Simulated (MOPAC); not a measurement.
**C3H5Cl3: frequency calculation (part 3 of 3)**

Continued. System: C3H5Cl3 (1,2,3-trichloropropane), SMILES ClCC(Cl)CCl. Method: MNDOD, closed shell (MOPAC 23.2.5). The geometry was optimised with MNDOD.

Geometry of the input (Å):
```
Cl -2.7238  -0.7469  -0.0631
C  -1.2068  0.0864  -0.5015
C  -0.0089  -0.4179  0.3496
Cl 0.3091  -2.1463  -0.0261
C  1.3230  0.3513  0.1147
Cl 1.2377  2.0113  0.7715
H  -1.3889  1.1729  -0.3287
H  -1.0490  -0.0743  -1.5936
H  -0.2693  -0.3922  1.4397
H  2.1738  -0.1454  0.6383
H  1.5758  0.4433  -0.9670
```

**Log, continued**
```
 VIBRATION          5    5A           ATOM PAIR      ENERGY CONTRIBUTION    RADIAL
 FREQUENCY           315.39         C  3 -- C  5         +17.4% (131.3%)      0.7%
 TRANSITION DIPOLE   0.1939         C  2 -- C  3         +12.4% (110.9%)      0.1%
 TRAVEL (Ang.)       0.1635         Cl 1 -- C  2         +11.3% (105.8%)      0.0%
 REDUCED MASS        7.9950         C  2 -- H  8         +10.4% (101.7%)      3.9%
 EFFECTIVE MASS     42.4926
 FORCE CONSTANT      0.4685

 VIBRATION          6    6A           ATOM PAIR      ENERGY CONTRIBUTION    RADIAL
 FREQUENCY           422.37         C  2 -- C  3         +18.6% (146.6%)      0.0%
 TRANSITION DIPOLE   0.3306         C  2 -- H  8         +14.0% (127.5%)      8.5%
 TRAVEL (Ang.)       0.2217         C  3 -- C  5         +13.6% (125.7%)      0.1%
 REDUCED MASS        3.2496         C  3 -- Cl 4         +13.1% (123.1%)     16.7%
 EFFECTIVE MASS     29.2591         Cl 1 -- C  2         +12.4% (119.6%)      2.8%
 FORCE CONSTANT      0.3415

 VIBRATION          7    7A           ATOM PAIR      ENERGY CONTRIBUTION    RADIAL
 FREQUENCY           434.41         C  3 -- C  5         +19.8% (161.7%)      2.8%
 TRANSITION DIPOLE   0.3815         C  2 -- C  3         +15.0% (140.9%)      0.7%
 TRAVEL (Ang.)       0.2236         C  5 -- H 11         +14.4% (138.3%)     20.4%
 REDUCED MASS        3.1059         C  3 -- Cl 4         +14.3% (137.6%)      0.0%
 EFFECTIVE MASS     28.4905         C  5 -- Cl 6         +13.8% (135.1%)      2.1%
 FORCE CONSTANT      0.3453         C  5 -- H 10         +10.8% (119.6%)     31.6%

 VIBRATION          8    8A           ATOM PAIR      ENERGY CONTRIBUTION    RADIAL
 FREQUENCY           835.11         C  2 -- C  3         +18.2% ( 82.8%)     48.9%
 TRANSITION DIPOLE   0.7057         C  3 -- Cl 4         +15.8% ( 77.1%)     93.4%
 TRAVEL (Ang.)       0.1850         C  2 -- H  8         +15.2% ( 75.7%)      0.2%
 REDUCED MASS        2.3595         C  2 -- H  7         +12.9% ( 69.5%)     54.1%
 EFFECTIVE MASS     14.2248         C  3 -- C  5         +12.1% ( 67.6%)      3.0%
 FORCE CONSTANT      0.9694         Cl 1 -- C  2         +10.4% ( 62.6%)     22.4%

 VIBRATION          9    9A           ATOM PAIR      ENERGY CONTRIBUTION    RADIAL
 FREQUENCY           897.33         C  5 -- H 11         +17.2% ( 73.2%)      6.6%
 TRANSITION DIPOLE   0.3875         C  5 -- H 10         +16.7% ( 72.0%)     18.0%
 TRAVEL (Ang.)       0.2758         C  2 -- C  3         +11.8% ( 60.6%)     19.2%
 REDUCED MASS        0.9879         Cl 1 -- C  2         +11.4% ( 59.6%)     75.1%
 EFFECTIVE MASS      8.8708         C  2 -- H  7         +11.1% ( 58.8%)      0.6%
 FORCE CONSTANT      0.4686

 VIBRATION         10   10A           ATOM PAIR      ENERGY CONTRIBUTION    RADIAL
 FREQUENCY           949.09         C  5 -- Cl 6         +30.2% ( 98.8%)     97.1%
 TRANSITION DIPOLE   1.7306         C  3 -- C  5         +22.1% ( 84.5%)      2.8%
 TRAVEL (Ang.)       0.1091         C  5 -- H 10         +18.1% ( 76.4%)     14.4%
 REDUCED MASS        5.9679         C  5 -- H 11         +18.1% ( 76.4%)     17.8%
 EFFECTIVE MASS     16.3844
 FORCE CONSTANT      3.1670

 VIBRATION         11   11A           ATOM PAIR      ENERGY CONTRIBUTION    RADIAL
 FREQUENCY           990.80         Cl 1 -- C  2         +22.7% ( 81.3%)     99.8%
 TRANSITION DIPOLE   0.7820         C  2 -- C  3         +16.3% ( 68.8%)      4.4%
 TRAVEL (Ang.)       0.1422         C  2 -- H  8         +15.1% ( 66.4%)      6.3%
 REDUCED MASS        3.3660         C  2 -- H  7         +14.7% ( 65.4%)     12.8%
 EFFECTIVE MASS     12.7849
 FORCE CONSTANT      1.9467

 VIBRATION         12   12A           ATOM PAIR      ENERGY CONTRIBUTION    RADIAL
 FREQUENCY          1026.21         C  2 -- C  3         +20.3% ( 73.7%)      0.0%
 TRANSITION DIPOLE   0.3477         C  2 -- H  7         +15.5% ( 64.4%)     13.3%
 TRAVEL (Ang.)       0.2132         C  2 -- H  8         +15.2% ( 63.8%)     14.3%
 REDUCED MASS        1.4454         C  3 -- Cl 4         +13.1% ( 59.2%)     81.3%
 EFFECTIVE MASS      8.5261         C  3 -- C  5         +12.7% ( 58.3%)      2.0%
 FORCE CONSTANT      0.8967

 VIBRATION         13   13A           ATOM PAIR      ENERGY CONTRIBUTION    RADIAL
 FREQUENCY          1130.92         C  2 -- C  3         +18.9% ( 69.2%)     72.3%
 TRANSITION DIPOLE   0.1359         C  3 -- C  5         +18.7% ( 68.9%)     49.8%
 TRAVEL (Ang.)       0.1919         C  5 -- H 10         +12.9% ( 57.2%)      1.9%
 REDUCED MASS        1.6200         C  3 -- Cl 4         +10.2% ( 50.8%)     57.2%
 EFFECTIVE MASS      8.8702
 FORCE CONSTANT      1.2206

 VIBRATION         14   14A           ATOM PAIR      ENERGY CONTRIBUTION    RADIAL
 FREQUENCY          1189.00         C  2 -- H  8         +27.9% ( 58.9%)      0.7%
 TRANSITION DIPOLE   0.1080         C  5 -- H 11         +20.4% ( 50.4%)      0.6%
 TRAVEL (Ang.)       0.4785         C  2 -- H  7         +15.9% ( 44.4%)      0.0%
 REDUCED MASS        0.2477         C  5 -- H 10         +10.4% ( 35.9%)      1.5%
 EFFECTIVE MASS      2.0851
 FORCE CONSTANT      0.2063

 VIBRATION         15   15A           ATOM PAIR      ENERGY CONTRIBUTION    RADIAL
 FREQUENCY          1196.67         C  3 -- C  5         +19.4% ( 57.6%)     96.9%
 TRANSITION DIPOLE   0.1148         C  5 -- H 11         +14.6% ( 50.1%)     27.5%
 TRAVEL (Ang.)       0.2966         C  2 -- H  7         +12.9% ( 47.0%)      0.0%
 REDUCED MASS        0.6406         C  3 -- H  9         +11.9% ( 45.1%)     45.3%
 EFFECTIVE MASS      4.8319         C  5 -- H 10         +10.4% ( 42.3%)      1.4%
 FORCE CONSTANT      0.5404         C  2 -- C  3         +10.0% ( 41.5%)     44.0%

 VIBRATION         16   16A           ATOM PAIR      ENERGY CONTRIBUTION    RADIAL
 FREQUENCY          1226.77         C  3 -- H  9         +22.7% ( 58.5%)     18.5%
 TRANSITION DIPOLE   0.0885         C  2 -- C  3         +16.0% ( 49.0%)     89.2%
 TRAVEL (Ang.)       0.3363         C  2 -- H  8         +11.8% ( 42.2%)     37.5%
 REDUCED MASS        0.4860         C  3 -- C  5         +10.5% ( 39.7%)     66.4%
 EFFECTIVE MASS      4.1329
 FORCE CONSTANT      0.4309

 VIBRATION         17   17A           ATOM PAIR      ENERGY CONTRIBUTION    RADIAL
 FREQUENCY          1295.10         C  3 -- H  9         +65.5% ( 92.2%)      0.0%
 TRANSITION DIPOLE   0.5353         C  2 -- C  3          +9.1% ( 34.3%)     32.7%
 TRAVEL (Ang.)       0.2553         C  3 -- Cl 4          +7.0% ( 30.2%)     80.4%
 REDUCED MASS        0.7987         C  3 -- C  5          +7.0% ( 30.0%)      6.4%
 EFFECTIVE MASS      2.6151
 FORCE CONSTANT      0.7892

 VIBRATION         18   18A           ATOM PAIR      ENERGY CONTRIBUTION    RADIAL
 FREQUENCY          1339.18         C  3 -- H  9         +37.3% ( 76.6%)      0.2%
 TRANSITION DIPOLE   0.3117         C  3 -- C  5         +15.7% ( 49.8%)     52.2%
 TRAVEL (Ang.)       0.2060         C  2 -- C  3         +12.6% ( 44.6%)     93.7%
 REDUCED MASS        1.1862         C  3 -- Cl 4         +12.0% ( 43.5%)      5.7%
 EFFECTIVE MASS      4.2619
 FORCE CONSTANT      1.2533

 VIBRATION         19   19A           ATOM PAIR      ENERGY CONTRIBUTION    RADIAL
 FREQUENCY          1394.88         C  5 -- H 10         +41.8% ( 72.2%)      0.0%
 TRANSITION DIPOLE   0.4958         C  5 -- H 11         +31.3% ( 62.5%)      0.0%
 TRAVEL (Ang.)       0.2772         C  3 -- C  5          +9.7% ( 34.7%)     33.2%
 REDUCED MASS        0.6293         C  5 -- Cl 6          +6.6% ( 28.7%)     69.4%
 EFFECTIVE MASS      2.8521
 FORCE CONSTANT      0.7214

 VIBRATION         20   20A           ATOM PAIR      ENERGY CONTRIBUTION    RADIAL
 FREQUENCY          1399.17         C  2 -- H  7         +27.2% ( 64.6%)      0.0%
 TRANSITION DIPOLE   0.6878         C  2 -- H  8         +23.3% ( 59.8%)      0.0%
 TRAVEL (Ang.)       0.2413         C  2 -- C  3         +15.3% ( 48.5%)     56.1%
 REDUCED MASS        0.8278         C  3 -- H  9         +11.6% ( 42.2%)      0.1%
 EFFECTIVE MASS      4.3679
 FORCE CONSTANT      0.9548

 VIBRATION         21   21A           ATOM PAIR      ENERGY CONTRIBUTION    RADIAL
 FREQUENCY          1429.94         C  5 -- H 11         +33.5% ( 53.8%)      2.8%
 TRANSITION DIPOLE   0.1644         C  5 -- H 10         +32.3% ( 52.8%)      2.6%
 TRAVEL (Ang.)       0.3778         C  2 -- H  8         +11.1% ( 31.0%)      2.3%
 REDUCED MASS        0.3303         C  2 -- H  7         +10.1% ( 29.5%)      2.8%
 EFFECTIVE MASS      1.8235
 FORCE CONSTANT      0.3979

 VIBRATION         22   22A           ATOM PAIR      ENERGY CONTRIBUTION    RADIAL
 FREQUENCY          1431.62         C  2 -- H  8         +34.0% ( 55.4%)      2.4%
 TRANSITION DIPOLE   0.1476         C  2 -- H  7         +30.5% ( 52.5%)      2.9%
 TRAVEL (Ang.)       0.3689         C  5 -- H 10         +10.4% ( 30.7%)      2.1%
 REDUCED MASS        0.3461         C  5 -- H 11         +10.3% ( 30.5%)      2.6%
 EFFECTIVE MASS      1.9865
 FORCE CONSTANT      0.4179

 VIBRATION         23   23A           ATOM PAIR      ENERGY CONTRIBUTION    RADIAL
 FREQUENCY          3203.21         C  3 -- H  9         +87.6% ( 95.0%)    100.0%
 TRANSITION DIPOLE   0.1194         C  2 -- H  8          +3.7% ( 19.5%)     98.3%
 TRAVEL (Ang.)       0.1665         C  5 -- H 11          +3.6% ( 19.2%)     98.0%
 REDUCED MASS        0.7592         C  5 -- H 10          +1.5% ( 12.6%)     95.7%
 EFFECTIVE MASS      1.3870
 FORCE CONSTANT      4.5891

 VIBRATION         24   24A           ATOM PAIR      ENERGY CONTRIBUTION    RADIAL
 FREQUENCY          3226.68         C  2 -- H  7         +30.7% ( 57.1%)     97.3%
 TRANSITION DIPOLE   0.0136         C  2 -- H  8         +30.4% ( 56.9%)     97.2%
 TRAVEL (Ang.)       0.2770         C  5 -- H 10         +20.3% ( 46.5%)     97.8%
 REDUCED MASS        0.2724         C  5 -- H 11         +16.4% ( 41.8%)     96.6%
 EFFECTIVE MASS      1.5117
 FORCE CONSTANT      1.6710

 VIBRATION         25   25A           ATOM PAIR      ENERGY CONTRIBUTION    RADIAL
 FREQUENCY          3229.25         C  5 -- H 10         +34.7% ( 60.6%)     98.1%
 TRANSITION DIPOLE   0.0109         C  5 -- H 11         +22.3% ( 48.5%)     96.0%
 TRAVEL (Ang.)       0.2917         C  2 -- H  7         +19.0% ( 44.8%)     97.9%
 REDUCED MASS        0.2454         C  2 -- H  8         +13.7% ( 38.1%)     96.5%
 EFFECTIVE MASS      1.5013
 FORCE CONSTANT      1.5077

 VIBRATION         26   26A           ATOM PAIR      ENERGY CONTRIBUTION    RADIAL
 FREQUENCY          3269.26         C  5 -- H 11         +33.0% ( 56.8%)     97.6%
 TRANSITION DIPOLE   0.0411         C  5 -- H 10         +26.0% ( 50.4%)     96.0%
 TRAVEL (Ang.)       0.2857         C  2 -- H  8         +20.1% ( 44.3%)     96.9%
 REDUCED MASS        0.2526         C  2 -- H  7         +20.0% ( 44.2%)     96.9%
 EFFECTIVE MASS      1.2432
 FORCE CONSTANT      1.5907

 VIBRATION         27   27A           ATOM PAIR      ENERGY CONTRIBUTION    RADIAL
 FREQUENCY          3270.21         C  2 -- H  8         +30.9% ( 55.0%)     97.2%
 TRANSITION DIPOLE   0.0132         C  2 -- H  7         +27.6% ( 51.9%)     96.4%
 TRAVEL (Ang.)       0.2874         C  5 -- H 11         +24.1% ( 48.5%)     98.0%
 REDUCED MASS        0.2497         C  5 -- H 10         +15.6% ( 39.0%)     95.0%
 EFFECTIVE MASS      1.2472
 FORCE CONSTANT      1.5733

      SYMMETRY NUMBER FOR POINT-GROUP C1  =  1

          SYSTEM IS A GROUND STATE

          MOLECULE IS NOT LINEAR

          THERE ARE 27 GENUINE VIBRATIONS IN THIS SYSTEM
          THIS THERMODYNAMICS CALCULATION IS LIMITED TO
          MOLECULES WHICH HAVE NO INTERNAL ROTATIONS

                    CALCULATED THERMODYNAMIC PROPERTIES
                                          *
   TEMP. (K)   PARTITION FUNCTION   H.O.F.    ENTHALPY  HEAT CAPACITY ENTROPY
                                   KCAL/MOL   CAL/MOLE    CAL/K/MOL  CAL/K/MOL

 298.00  VIB.     0.6361D+02                  2544.1000    15.9022    16.7897
         ROT.     0.6772D+06                   888.3052     2.9809    29.6612
         INT.     0.4307D+08                  3432.4052    18.8831    46.4509
         TRA.     0.1731D+28                  1480.5087     4.9681    40.8729
         TOT.                      -37.225    4912.9139    23.8512    87.3238

 298.00  VIB.     0.6361D+02                  2544.1000    15.9022    16.7897
         ROT.     0.6772D+06                   888.3052     2.9809    29.6612
         INT.     0.4307D+08                  3432.4052    18.8831    46.4509
         TRA.     0.1731D+28                  1480.5087     4.9681    40.8729
         TOT.                      -37.225    4912.9139    23.8512    87.3238

 398.00  VIB.     0.2621D+03                  4394.3312    21.0769    22.1073
         ROT.     0.1045D+07                  1186.3942     2.9809    30.5237
         INT.     0.2739D+09                  5580.7255    24.0578    52.6311
         TRA.     0.2672D+28                  1977.3237     4.9681    42.3105
         TOT.                      -34.579    7558.0492    29.0259    94.9415

   *: NOTE: HEATS OF FORMATION ARE RELATIVE TO THE
            ELEMENTS IN THEIR STANDARD STATE AT 298K
              (=  Standard Enthalpy of Formation).

            Hvib:  Zero-point energy is not included.
                   frequencies of less than zero cm-1 are not included.
            Hrot = (3/2)RT
            Htra = (3/2)RT + pV = (5/2)RT

            Heat capacity is Cp, not Cv

           FORCE CONSTANT IN CARTESIAN COORDINATES (Millidynes/A)

    ATOM   CHEMICAL       X               Y               Z
   NUMBER   SYMBOL  FORCE CONSTANT  FORCE CONSTANT  FORCE CONSTANT

      1      Cl        5.506206        0.494906        0.406090
      2       C        7.177951        8.255182        8.860647
      3       C        8.199568        8.134012        7.590563
      4      Cl        0.854824        1.510657        3.968203
      5       C        8.066376        8.710854        7.410998
      6      Cl        0.960308        0.777382        4.618828
      7       H        1.315160        2.022841        4.196797
      8       H        1.325514        2.209456        3.998477
      9       H        1.776470        2.285877        3.457294
     10       H        1.376349        5.216789        0.945255
     11       H        1.950089        2.585740        2.998248

 *                    *
 * JOB ENDED NORMALLY *
 *                    *

 TOTAL JOB TIME:             0.75 SECONDS

 == MOPAC DONE ==
```

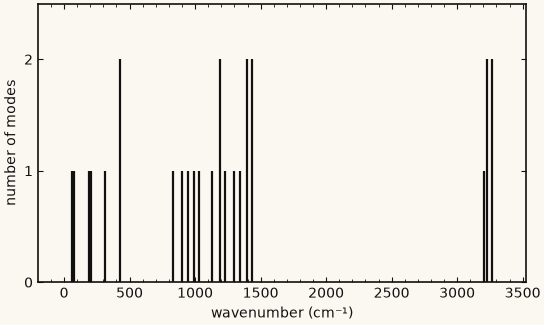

Harmonic vibrational wavenumbers from the force constants; neighbouring modes closer than 15 cm⁻¹ are counted in one stick. 27 modes from 57 to 3270 cm⁻¹, none imaginary.
